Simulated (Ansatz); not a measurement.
BH$_{4}$In

```xyz
6

B     0.4775   -0.4643    0.6197
In   -1.0404   -1.9066   -0.5093
H     0.5742   -1.6378    1.0314
H    -0.7043   -0.1030    0.7896
H     0.6927   -0.4786   -0.6089
H     1.2434    0.2634    1.1893
```

Geometry: PBE0-D4/def2-TZVP; core potentials replace the inner electrons of In.

All numbers below come from isolated molecule in a Gaussian basis; Kohn-Sham density functional theory, functional PBE0 (Ansatz).

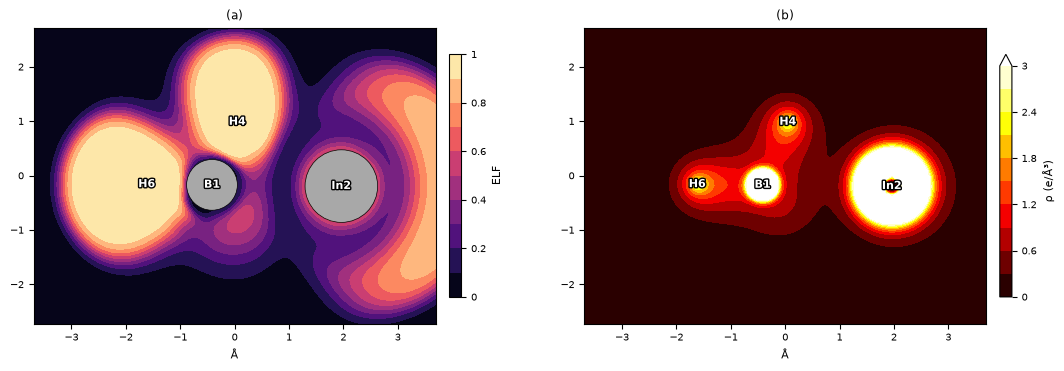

Figure 1. (a) ELF; (b) electron density on the plane of atoms H4, B1 and H6. Grey discs cover the atomic cores in the ELF map.

Read the bonding off the picture.

The section cuts through B, In and H sites. In–B (2.38 Å): the density is about 0.34 e/Å³ at the midpoint; the ELF is about 0.15 at the midpoint. B–H (1.20 Å): the density is about 1.2 e/Å³ at the midpoint; the ELF climbs to about 1 towards the hydrogen, as it does in any bond to H; a covalent bond by its length.

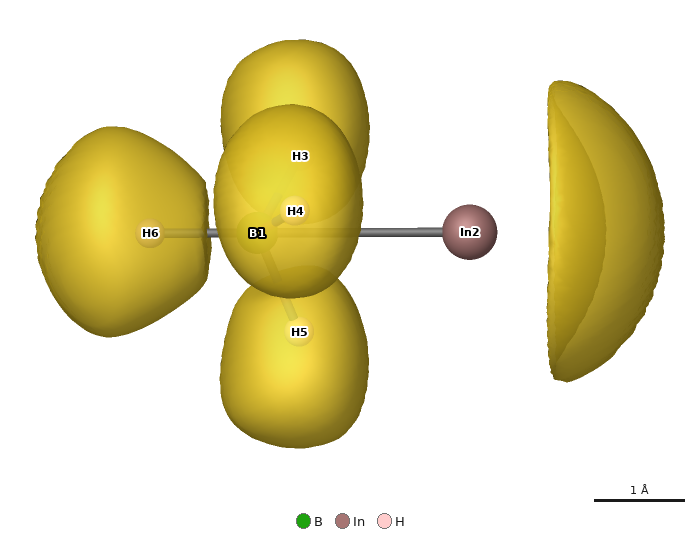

Figure 2. Isosurface of the ELF at 0.75 (yellow), seen across its widest extent. Only the valence region is drawn (cores and ρ < 0.01 e/Å³ removed).

What do the ELF domains correspond to?

The ELF exceeds this value in four regions around hydrogen nuclei and one lobe on In, pointing away from the bonds (lone pairs).

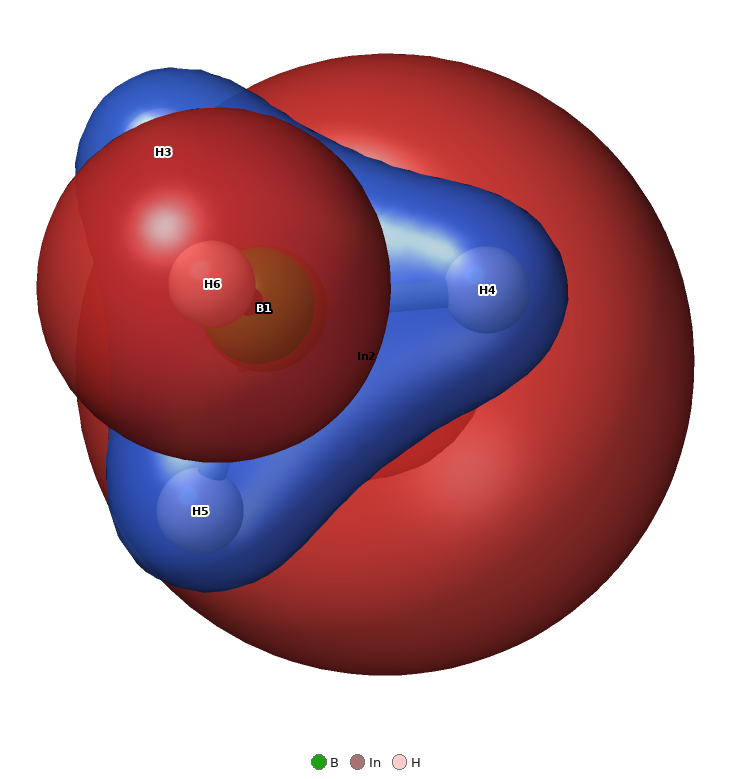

Figure 3. The HOMO at ±0.1 Å⁻³ᐟ² (red and blue are the two phases), seen at an oblique angle.

Where does this orbital lie, and at what energy?

It lies mainly on In2 (about 65 %), B1 (about 15 %) and H6 (about 15 %). Its energy is −7.38 eV.
